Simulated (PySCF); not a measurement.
# TeH (charge +1, triplet): what the fields show

```xyz
2

Te    0.0000    0.0000   -0.0129
H     0.0000    0.0000    1.6661
```

Core potentials replace the inner electrons of Te.

Level of theory: PySCF, PBE0/def2-SVPD, non-relativistic Hamiltonian with scalar-relativistic core potentials where named, at a bond length of 1.679 Å.

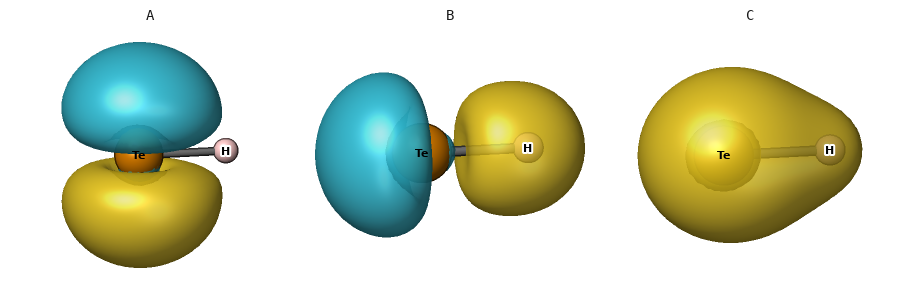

Figure 1. Three frontier β-spin orbitals, each drawn at the value that holds 80 % of its norm (yellow and cyan are the two phases), in no order; of a degenerate pair one member is drawn.

> Name the orbitals and rank them from lowest to highest energy.

Orbital C: σ, occupied in this spin, −24.37 eV; mainly on Te (90 %).
Orbital B: σ, occupied in this spin, −17.16 eV; shared between the atoms (Te 70 %, H 30 %).
Orbital A: π, empty in this spin, −11.28 eV; almost wholly on Te.

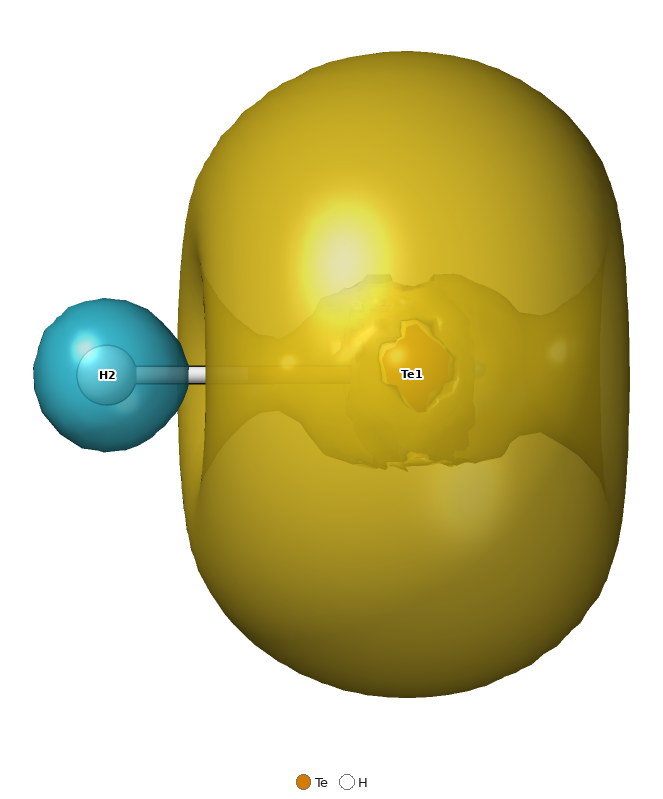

Figure 2. Isosurfaces of the spin density at +0.03 (yellow) and −0.03 e/Å³ (cyan), seen from one side.

> Where is the unpaired spin?

The unpaired spin (2 electrons) lies mostly on Te1 (about 2.0), in electrons by Hirshfeld's partition.

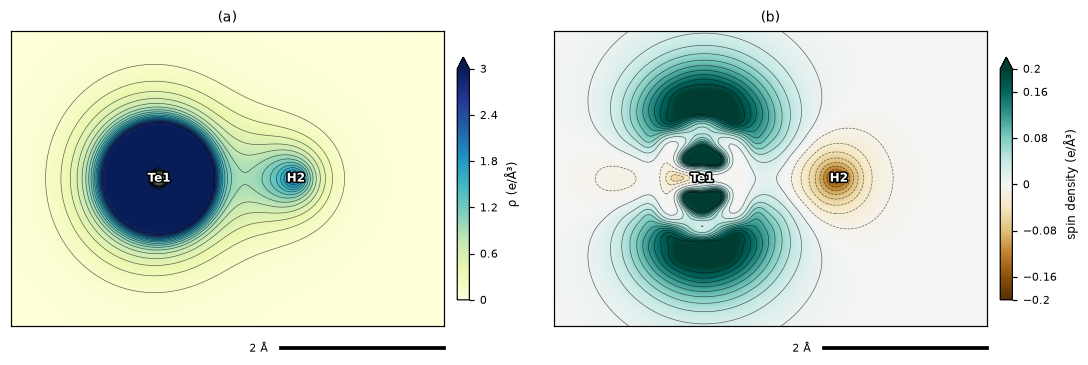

Figure 3. (a) electron density; (b) spin density on a plane that holds the molecular axis.

> Read the bonding off the picture.

Atoms in the plane: Te and H.
Te–H (1.68 Å): the density is about 1.2 e/Å³ at the midpoint.
